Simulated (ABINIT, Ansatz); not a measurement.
# A GW chain in ABINIT: MgZrF6 (Fm-3m), part 2 of 3

Aim: the G0W0 gap of MgZrF6 (Fm-3m) on LDA, step by step.

ABINIT 10.8.3; LDA and many-body steps on it, plane waves. Known limits of the many-body steps: not at the basis limit; no spin-orbit coupling; coarse k mesh.

So far. Step 2 (Ground state): The gap is direct, at Γ.

### 3. Bands along the symmetry lines

Level of this step: DFT, LDA, plane waves, norm-conserving pseudopotentials (ABINIT).

Levels along a band path, at the cheap level, show where the edges lie and whether the meshes to come will hold them.

The input, run.abi:

```
acell 3*1.0 Angstrom
rprim 
  0.000000000000 3.988016550000 3.988016550000
  3.988016550000 0.000000000000 3.988016550000
  3.988016550000 3.988016550000 -0.000000000000
ntypat 3
znucl 12 40 9
natom 8
typat 1 2 3 3 3 3 3 3
xred 
  0.500000000000 0.500000000000 0.500000000000
  0.000000000000 0.000000000000 0.000000000000
  0.747623080000 0.252376920000 0.252376920000
  0.252376920000 0.747623080000 0.747623080000
  0.252376920000 0.747623080000 0.252376920000
  0.747623080000 0.252376920000 0.747623080000
  0.252376920000 0.252376920000 0.747623080000
  0.747623080000 0.747623080000 0.252376920000
pp_dirpath "pseudos"
pseudos "Mg.upf, Zr.upf, F.upf"
ecut 38
iscf -2
irdden 1
kptopt 0
nkpt 26
kpt 
  0.00000000 0.00000000 0.00000000
  0.12500000 0.00000000 0.12500000
  0.25000000 0.00000000 0.25000000
  0.37500000 0.00000000 0.37500000
  0.50000000 0.00000000 0.50000000
  0.53125000 0.06250000 0.53125000
  0.56250000 0.12500000 0.56250000
  0.59375000 0.18750000 0.59375000
  0.62500000 0.25000000 0.62500000
  0.37500000 0.37500000 0.75000000
  0.28125000 0.28125000 0.56250000
  0.18750000 0.18750000 0.37500000
  0.09375000 0.09375000 0.18750000
  0.00000000 0.00000000 0.00000000
  0.12500000 0.12500000 0.12500000
  0.25000000 0.25000000 0.25000000
  0.37500000 0.37500000 0.37500000
  0.50000000 0.50000000 0.50000000
  0.50000000 0.43750000 0.56250000
  0.50000000 0.37500000 0.62500000
  0.50000000 0.31250000 0.68750000
  0.50000000 0.25000000 0.75000000
  0.50000000 0.18750000 0.68750000
  0.50000000 0.12500000 0.62500000
  0.50000000 0.06250000 0.56250000
  0.50000000 0.00000000 0.50000000
istwfk *1
nband 39
nbdbuf 2
tolwfr 1e-08
nstep 40
prtwf 0
prtvol 0
indata_prefix "in"
outdata_prefix "out"
tmpdata_prefix "tmp"
```

On the command line:

```bash
OMP_NUM_THREADS=1 mpirun -n 4 abinit run.abi > log
```

Numbers of over 12 decimals in the logs are rounded to 6 here.

What it wrote:

```text
.Version 10.8.3 of ABINIT. v10.8.2 released Aug 2026.

 Symmetries : space group Fm -3 m (#225); Bravais cF (face-center cubic)
[... echo of the input left out ...]
== DATASET  1 ==================================================================
-   mpi_nproc: 4, omp_nthreads: 1 (-1 if OMP is not activated)

--- !DatasetInfo
iteration_state: {dtset: 1, }
dimensions: {natom: 8, nkpt: 26, mband: 39, nsppol: 1, nspinor: 1, nspden: 1, mpw: 9620, }
cutoff_energies: {ecut:  38.0, pawecutdg:  -1.0, }
electrons: {nelect:   6.40000000E+01, charge:   0.00000000E+00, occopt:   1.00000000E+00, tsmear:   1.00000000E-02, }

 Real(R)+Recip(G) space primitive vectors, cartesian coordinates (Bohr,Bohr^-1):
 R(1)=  0.0000000  7.5362591  7.5362591  G(1)= -0.0663459  0.0663459  0.0663459
 R(2)=  7.5362591  0.0000000  7.5362591  G(2)=  0.0663459 -0.0663459  0.0663459
 R(3)=  7.5362591  7.5362591  0.0000000  G(3)=  0.0663459  0.0663459 -0.0663459
 Unit cell volume ucvol=  8.5604669E+02 bohr^3
 Angles (23,13,12)=  6.00000000E+01  6.00000000E+01  6.00000000E+01 degrees

 getcut: wavevector=  0.0000  0.0000  0.0000  ngfft=  60  60  60
         ecut(hartree)=     38.000   => boxcut(ratio)=   2.02873

--- Pseudopotential description ------------------------------------------------
- Mg Generated using ONCVPSP code by D. R. Hamann
- 12.00000  10.00000  180309                  znucl, zion, pspdat
12 -1012 1 -1 1510                            pspcod,pspxc,lmax,lloc,mmax
     nproj     2     2     0
  pspatm : epsatm=    9.23542517
         --- l  ekb(1:nproj) -->
             0    2.239033   -0.828749
             1   -6.545315   -2.523783
 pspatm: atomic psp has been read  and splines computed

- Zr Generated using ONCVPSP code by D. R. Hamann
- 40.00000  12.00000  180309                  znucl, zion, pspdat
12 -1012 2 -1 1584                            pspcod,pspxc,lmax,lloc,mmax
     nproj     2     2     2
  pspatm : epsatm=   18.87515418
         --- l  ekb(1:nproj) -->
             0   10.575223    0.893982
[...]
pspatm: atomic psp has been read  and splines computed

- F Generated using ONCVPSP code by D. R. Hamann
-  9.00000   7.00000  201202                  znucl, zion, pspdat
12 -1012 2 -1 824                             pspcod,pspxc,lmax,lloc,mmax
     nproj     2     2     1
  pspatm : epsatm=    4.94580260
         --- l  ekb(1:nproj) -->
[...]
2   -2.364936
 pspatm: atomic psp has been read  and splines computed

--------------------------------------------------------------------------------

================================================================================
 prteigrs : about to open file out_EIG
 Non-SCF case, kpt    1 (  0.00000  0.00000  0.00000), residuals and eigenvalues=
  6.83E-09  4.98E-09  2.47E-09  5.13E-09  7.65E-09  1.62E-09  4.61E-09  6.15E-09
[...]
--- !ResultsGS
iteration_state: {dtset: 1, }
comment   : Summary of ground state results
lattice_vectors:
- [  0.0000000,   7.5362591,   7.5362591, ]
- [  7.5362591,   0.0000000,   7.5362591, ]
- [  7.5362591,   7.5362591,  -0.0000000, ]
lattice_lengths: [  10.65788,   10.65788,   10.65788, ]
lattice_angles: [ 60.000,  60.000,  60.000, ] # degrees, (23, 13, 12)
lattice_volume:   8.5604669E+02
convergence: {deltae:  0.000E+00, res2:  0.000E+00, residm:  9.950E-09, diffor:  0.000E+00, }
etotal    :  -2.57994544E+02
entropy   :   0.00000000E+00
fermie    :  -8.82849994E-02
cartesian_stress_tensor: null
pressure_GPa: null
xred      :
- [  5.0000E-01,   5.0000E-01,   5.0000E-01, Mg]
- [  0.0000E+00,   0.0000E+00,   0.0000E+00, Zr]
- [  7.4762E-01,   2.5238E-01,   2.5238E-01,  F]
- [  2.5238E-01,   7.4762E-01,   7.4762E-01,  F]
- [  2.5238E-01,   7.4762E-01,   2.5238E-01,  F]
- [  7.4762E-01,   2.5238E-01,   7.4762E-01,  F]
- [  2.5238E-01,   2.5238E-01,   7.4762E-01,  F]
- [  7.4762E-01,   7.4762E-01,   2.5238E-01,  F]
cartesian_forces: null
force_length_stats: {min: null, max: null, mean: null, }

 Integrated electronic density in atomic spheres:
 ------------------------------------------------
 Atom  Sphere_radius  Integrated_density
[...]
================================================================================

 ----iterations are completed or convergence reached----

 Mean square residual over all n,k,spin=   52.177E-10; max=  99.496E-10
 reduced coordinates (array xred) for    8 atoms
[...]
0.252376920000      0.252376920000      0.747623080000
       0.747623080000      0.747623080000      0.252376920000

 cartesian coordinates (angstrom) at end:
    1      3.988017     3.988017     3.988017
    2      0.000000     0.000000     0.000000
    3      2.012967     3.988017     3.988017
[...]
7      3.988017     3.988017     2.012967
    8      3.988017     3.988017     5.963066
 length scales=  1.889726125908  1.889726125908  1.889726125908 bohr
              =  1.000000000000  1.000000000000  1.000000000000 angstroms
 prteigrs : about to open file out_EIG
 Eigenvalues (hartree) for nkpt=  26  k points:
 kpt#   1, nband= 39, wtk=  1.00000, kpt=  0.0000  0.0000  0.0000 (reduced coord)
[...]
kpt#   2, nband= 39, wtk=  1.00000, kpt=  0.1250  0.0000  0.1250 (reduced coord)
[...]
kpt#   3, nband= 39, wtk=  1.00000, kpt=  0.2500  0.0000  0.2500 (reduced coord)
[...]
kpt#  25, nband= 39, wtk=  1.00000, kpt=  0.5000  0.0625  0.5625 (reduced coord)
[...]
0.16353    0.17134    0.17165    0.25332    0.28700    0.31291    0.33824
 kpt#  26, nband= 39, wtk=  1.00000, kpt=  0.5000  0.0000  0.5000 (reduced coord)
[...]
-0.17735   -0.17616   -0.15643   -0.15643   -0.15465   -0.14248   -0.14248   -0.12833
  -0.12320   -0.12320   -0.12045   -0.12045   -0.11562   -0.10983   -0.10983   -0.08847
   0.16319    0.17165    0.17165    0.25166    0.28585    0.31330    0.33583

== END DATASET(S) ==============================================================
================================================================================

 -outvars: echo values of variables after computation  --------
            nband          39
             nkpt          26
          spgroup         225
 [... the other variables as echoed above ...]

 Calculation completed.
```

Run time: 68 s. Hardware: 4 MPI ranks of Arm Neoverse V1, shared host; peak memory 0.49 GiB; 4.5 min of CPU time.

Numbers from this step:

```yaml
gap: 6.824 eV
k_of_the_valence_top: 0, 0, 0
k_of_the_conduction_bottom: 0, 0, 0
least_direct_gap: 6.824 eV
```

The gap is 6.824 eV, as in the run before at this level.

The electronic bands at the labelled points (eV, zero at the top of the highest filled band):

```tsv
point	band 29	band 30	band 31	band 32	band 33	band 34	band 35	band 36
Γ	-0.61	0.00	0.00	0.00	6.82	6.82	6.82	7.48
X	-0.74	-0.59	-0.59	0.00	6.84	7.07	7.07	9.25
U	-0.63	-0.56	-0.48	-0.12	6.90	7.03	7.05	9.57
jump to K	-0.63	-0.56	-0.48	-0.12	6.90	7.03	7.05	9.57
Γ	-0.61	0.00	0.00	0.00	6.82	6.82	6.82	7.48
L	-0.44	-0.44	-0.34	-0.29	6.88	6.98	6.98	9.67
W	-0.79	-0.79	-0.25	-0.25	6.96	6.96	7.07	9.64
X	-0.74	-0.59	-0.59	0.00	6.84	7.07	7.07	9.25
```

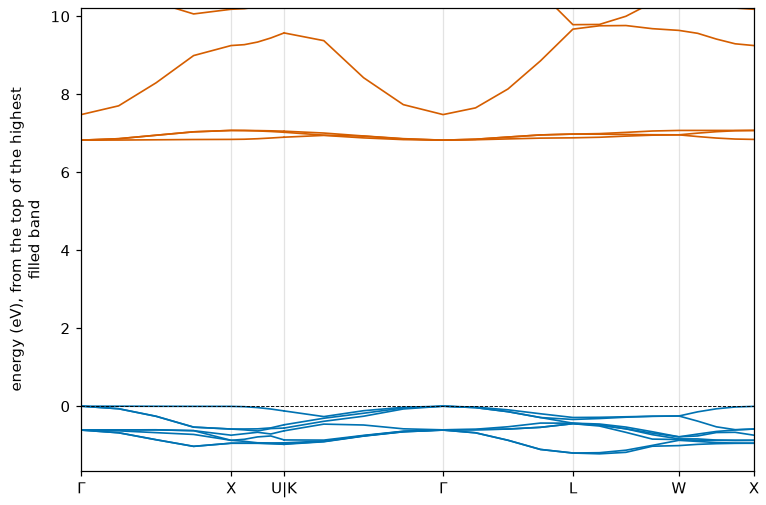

Electronic bands along the path; lines of filled and empty bands in two colours.

### 4. Empty states on the mesh, 2×2×2 mesh, 260 bands

The sums over transitions need many empty states on a uniform mesh; this step solves for them.

The input, run.abi:

```
acell 3*1.0 Angstrom
rprim 
  0.000000000000 3.988016550000 3.988016550000
  3.988016550000 0.000000000000 3.988016550000
  3.988016550000 3.988016550000 -0.000000000000
ntypat 3
znucl 12 40 9
natom 8
typat 1 2 3 3 3 3 3 3
xred 
  0.500000000000 0.500000000000 0.500000000000
  0.000000000000 0.000000000000 0.000000000000
  0.747623080000 0.252376920000 0.252376920000
  0.252376920000 0.747623080000 0.747623080000
  0.252376920000 0.747623080000 0.252376920000
  0.747623080000 0.252376920000 0.747623080000
  0.252376920000 0.252376920000 0.747623080000
  0.747623080000 0.747623080000 0.252376920000
pp_dirpath "pseudos"
pseudos "Mg.upf, Zr.upf, F.upf"
ecut 38
ngkpt 2 2 2
nshiftk 1
shiftk 0 0 0
kptopt 1
chksymbreak 0
iscf -2
irdden 1
istwfk *1
nband 260
nbdbuf 22
tolwfr 1e-09
nstep 60
prtvol 0
indata_prefix "in"
outdata_prefix "out"
tmpdata_prefix "tmp"
```

What it wrote:

```text
.Version 10.8.3 of ABINIT. v10.8.2 released Aug 2026.

 Symmetries : space group Fm -3 m (#225); Bravais cF (face-center cubic)
[... echo of the input left out ...]
== DATASET  1 ==================================================================
-   mpi_nproc: 4, omp_nthreads: 1 (-1 if OMP is not activated)
-    --> not optimal distribution: autoparal keyword recommended in input file <--

--- !DatasetInfo
iteration_state: {dtset: 1, }
dimensions: {natom: 8, nkpt: 3, mband: 260, nsppol: 1, nspinor: 1, nspden: 1, mpw: 9608, }
cutoff_energies: {ecut:  38.0, pawecutdg:  -1.0, }
electrons: {nelect:   6.40000000E+01, charge:   0.00000000E+00, occopt:   1.00000000E+00, tsmear:   1.00000000E-02, }

 Real(R)+Recip(G) space primitive vectors, cartesian coordinates (Bohr,Bohr^-1):
 R(1)=  0.0000000  7.5362591  7.5362591  G(1)= -0.0663459  0.0663459  0.0663459
 R(2)=  7.5362591  0.0000000  7.5362591  G(2)=  0.0663459 -0.0663459  0.0663459
 R(3)=  7.5362591  7.5362591  0.0000000  G(3)=  0.0663459  0.0663459 -0.0663459
 Unit cell volume ucvol=  8.5604669E+02 bohr^3
 Angles (23,13,12)=  6.00000000E+01  6.00000000E+01  6.00000000E+01 degrees

 getcut: wavevector=  0.0000  0.0000  0.0000  ngfft=  60  60  60
         ecut(hartree)=     38.000   => boxcut(ratio)=   2.02873

--- Pseudopotential description ------------------------------------------------
- Mg Generated using ONCVPSP code by D. R. Hamann
- 12.00000  10.00000  180309                  znucl, zion, pspdat
12 -1012 1 -1 1510                            pspcod,pspxc,lmax,lloc,mmax
     nproj     2     2     0
  pspatm : epsatm=    9.23542517
         --- l  ekb(1:nproj) -->
             0    2.239033   -0.828749
             1   -6.545315   -2.523783
 pspatm: atomic psp has been read  and splines computed

- Zr Generated using ONCVPSP code by D. R. Hamann
- 40.00000  12.00000  180309                  znucl, zion, pspdat
12 -1012 2 -1 1584                            pspcod,pspxc,lmax,lloc,mmax
     nproj     2     2     2
  pspatm : epsatm=   18.87515418
         --- l  ekb(1:nproj) -->
             0   10.575223    0.893982
[...]
pspatm: atomic psp has been read  and splines computed

- F Generated using ONCVPSP code by D. R. Hamann
-  9.00000   7.00000  201202                  znucl, zion, pspdat
12 -1012 2 -1 824                             pspcod,pspxc,lmax,lloc,mmax
     nproj     2     2     1
  pspatm : epsatm=    4.94580260
         --- l  ekb(1:nproj) -->
[...]
2   -2.364936
 pspatm: atomic psp has been read  and splines computed

--------------------------------------------------------------------------------

================================================================================
 prteigrs : about to open file out_EIG
 Non-SCF case, kpt    1 (  0.00000  0.00000  0.00000), residuals and eigenvalues=
[...]
7.55E-10  6.91E-11  3.55E-10  9.36E-10  6.16E-11  1.75E-10  7.55E-10  6.17E-11
[...]
1.00E-04  2.92E-04  5.19E-05  1.56E-04
 -2.6471E+00 -1.7759E+00 -1.4505E+00 -1.4505E+00 -1.4505E+00 -9.9025E-01
 -9.9025E-01 -9.9025E-01 -8.1330E-01 -8.0030E-01 -8.0030E-01 -7.7156E-01
 -7.7156E-01 -7.7156E-01 -2.2271E-01 -1.9334E-01 -1.9334E-01 -1.7524E-01
[...]
2.9531E+00  2.9531E+00  2.9621E+00  2.9621E+00  2.9646E+00  2.9646E+00
  2.9646E+00  2.9665E+00  2.9665E+00  2.9666E+00  2.9923E+00  2.9952E+00
  3.0018E+00  3.0037E+00
 prteigrs : prtvol=0 or 1, do not print more k-points.

--- !ResultsGS
iteration_state: {dtset: 1, }
comment   : Summary of ground state results
lattice_vectors:
- [  0.0000000,   7.5362591,   7.5362591, ]
- [  7.5362591,   0.0000000,   7.5362591, ]
- [  7.5362591,   7.5362591,  -0.0000000, ]
lattice_lengths: [  10.65788,   10.65788,   10.65788, ]
lattice_angles: [ 60.000,  60.000,  60.000, ] # degrees, (23, 13, 12)
lattice_volume:   8.5604669E+02
convergence: {deltae:  0.000E+00, res2:  0.000E+00, residm:  9.968E-10, diffor:  0.000E+00, }
etotal    :  -2.57994544E+02
entropy   :   0.00000000E+00
fermie    :  -8.82849994E-02
cartesian_stress_tensor: null
pressure_GPa: null
xred      :
- [  5.0000E-01,   5.0000E-01,   5.0000E-01, Mg]
- [  0.0000E+00,   0.0000E+00,   0.0000E+00, Zr]
- [  7.4762E-01,   2.5238E-01,   2.5238E-01,  F]
- [  2.5238E-01,   7.4762E-01,   7.4762E-01,  F]
- [  2.5238E-01,   7.4762E-01,   2.5238E-01,  F]
- [  7.4762E-01,   2.5238E-01,   7.4762E-01,  F]
- [  2.5238E-01,   2.5238E-01,   7.4762E-01,  F]
- [  7.4762E-01,   7.4762E-01,   2.5238E-01,  F]
cartesian_forces: null
force_length_stats: {min: null, max: null, mean: null, }

 Integrated electronic density in atomic spheres:
 ------------------------------------------------
 Atom  Sphere_radius  Integrated_density
[...]
================================================================================

 ----iterations are completed or convergence reached----

 Mean square residual over all n,k,spin=   40.212E-11; max=  99.675E-11
 reduced coordinates (array xred) for    8 atoms
[...]
0.252376920000      0.252376920000      0.747623080000
       0.747623080000      0.747623080000      0.252376920000

 cartesian coordinates (angstrom) at end:
    1      3.988017     3.988017     3.988017
    2      0.000000     0.000000     0.000000
[...]
8      3.988017     3.988017     5.963066
 length scales=  1.889726125908  1.889726125908  1.889726125908 bohr
              =  1.000000000000  1.000000000000  1.000000000000 angstroms
 prteigrs : about to open file out_EIG
 Eigenvalues (hartree) for nkpt=   3  k points:
 kpt#   1, nband=260, wtk=  0.12500, kpt=  0.0000  0.0000  0.0000 (reduced coord)
[...]
2.87466    2.92131    2.92131    2.92131    2.92722    2.95309    2.95309    2.95314
   2.96211    2.96215    2.96456    2.96458    2.96463    2.96646    2.96647    2.96664
   2.99227    2.99524    3.00177    3.00371
 prteigrs : prtvol=0 or 1, do not print more k-points.

== END DATASET(S) ==============================================================
================================================================================

 -outvars: echo values of variables after computation  --------
            nband         260
             nkpt           3
          spgroup         225
 [... the other variables as echoed above ...]

 Calculation completed.
```

It took 2.3 min on 4 MPI ranks; peak memory 0.48 GiB.

This step gave:

```yaml
gap: 6.824 eV
k_of_the_valence_top: 0, 0, 0
k_of_the_conduction_bottom: 0, 0, 0
least_direct_gap: 6.824 eV
k_points_computed: 3
lowest_point_of_the_top_converged_band_above_the_valence_top: 79.3111 eV
```

On this mesh the gap is 6.824 eV.

### 5. Screening, 2×2×2 mesh, 238 bands, screening to 176.9 eV

The RPA dielectric matrix is built and inverted for each q.

This step: RPA screening on LDA, plane waves, norm-conserving pseudopotentials.

run.abi: that of step 4 with these lines changed.

```diff
@@ -26,10 +26,11 @@
 chksymbreak 0
-iscf -2
-irdden 1
 istwfk *1
-nband 260
-nbdbuf 22
-tolwfr 1e-09
-nstep 60
-prtvol 0
+occopt 1
+irdwfk 1
+optdriver 3
+nband 238
+ecuteps 6.5
+inclvkb 2
+awtr 1
+symchi 1
 indata_prefix "in"
```

What it wrote:

```text
.Version 10.8.3 of ABINIT. v10.8.2 released Aug 2026.

 Symmetries : space group Fm -3 m (#225); Bravais cF (face-center cubic)
[... echo of the input left out ...]
== DATASET  1 ==================================================================
-   mpi_nproc: 4, omp_nthreads: 1 (-1 if OMP is not activated)

--- !DatasetInfo
iteration_state: {dtset: 1, }
dimensions: {natom: 8, nkpt: 3, mband: 238, nsppol: 1, nspinor: 1, nspden: 1, mpw: 9608, }
cutoff_energies: {ecut:  38.0, pawecutdg:  -1.0, }
electrons: {nelect:   6.40000000E+01, charge:   0.00000000E+00, occopt:   1.00000000E+00, tsmear:   1.00000000E-02, }

 SCREENING: Calculation of the susceptibility and dielectric matrices

 Based on a program developped by R.W. Godby, V. Olevano, G. Onida, and L. Reining.
 Incorporated in ABINIT by V. Olevano, G.-M. Rignanese, and M. Torrent.
.Using double precision arithmetic ; gwpc =  8

[... cell and pseudopotentials left out ...]
--------------------------------------------------------------------------------

 ==== K-mesh for the wavefunctions ====
 Number of points in the irreducible wedge :     3
[... list of points left out ...]
 Together with 48 symmetry operations and time-reversal symmetry
 yields     8 points in the full Brillouin Zone.

 ==== Q-mesh for the screening function ====
 Number of points in the irreducible wedge :     3
[... list of points left out ...]
 Together with 48 symmetry operations and time-reversal symmetry
 yields     8 points in the full Brillouin Zone.

 setmesh: FFT mesh size selected  =    45x   45x   45
          total number of points  =        91125

 vcoul_init : cutoff-mode = AUXILIARY_FUNCTION
 q-points for optical limit:   1
     1)      0.000010    0.000020    0.000030

- screening: taking advantage of time-reversal symmetry
- Maximum band index for partially occupied states nbvw = 32
- Remaining bands to be divided among processors   nbcw = 206
- Number of bands treated by each node ~51

 Number of electrons calculated from density =   64.0000; Expected =   64.0000
 average of density, n =  0.074762
 r_s =    1.4726
 omega_plasma =   26.3753 [eV]

 calculating chi0 at frequencies [eV] :
  1    0.000000E+00    0.000000E+00
  2    0.000000E+00    2.637527E+01

--------------------------------------------------------------------------------
  q-point number  1        q = ( 0.000000, 0.000000, 0.000000) [r.l.u.]
--------------------------------------------------------------------------------
[... chi0 elements left out ...]
 For q-point:  0.000010 0.000020 0.000030
  dielectric constant =   2.0081
  dielectric constant without local fields =   2.2324

  Average fulfillment of the sum rule on Im[epsilon] for q-point    1 :     58.65  [%]
[... wings left out ...]
  q-point number  2        q = ( 0.500000, 0.000000, 0.000000) [r.l.u.]
--------------------------------------------------------------------------------
[... chi0 elements left out ...]
  Average fulfillment of the sum rule on Im[epsilon] for q-point    2 :     63.09  [%]

 [... 1 further q-points ...]
```

Elapsed: 83 s, on 4 MPI ranks; peak memory 2.3 GiB.

This step gave:

```yaml
eps_infinity_with_local_fields_on_this_mesh_along_the_program_s_q_direction: 2.008
the_same_without_local_fields: 2.232
plasma_frequency: 26.38 eV
plane_waves_in_the_screening_matrix: 645
```

Local fields lower ε∞ by 10 %. On a Γ-centred mesh this coarse the value itself is usually too large, while a short band sum pulls it down.

(Continued in part 3 of 3.)

[Paths, hosts, dates, memory and timing lines, banners, echoed tables and standing remarks are left out of the program output.]

[Logs are printed without paths, hosts, clocks, repeated set-up lines and the standing remarks that a program may print on its own settings, such as how far it seeks lower states.]

[Runs of the session that timed out or met a known fault of the program may be left out.]

[Hosts, paths, dates, database ids (printed as entryN), source tags and the programs' standing remarks are cut or masked in the printed files.]

[G0W0 gaps are taken among the corrected bands and points alone; a level outside them can change the order at an edge.]

[Where Ansatz stands beside ABINIT at settings called matched, ABINIT's density can come from a denser mesh and the files from another edition; pairs whose starting gaps differed by over 0.03 eV were left out, so agreement reads better than it is.]
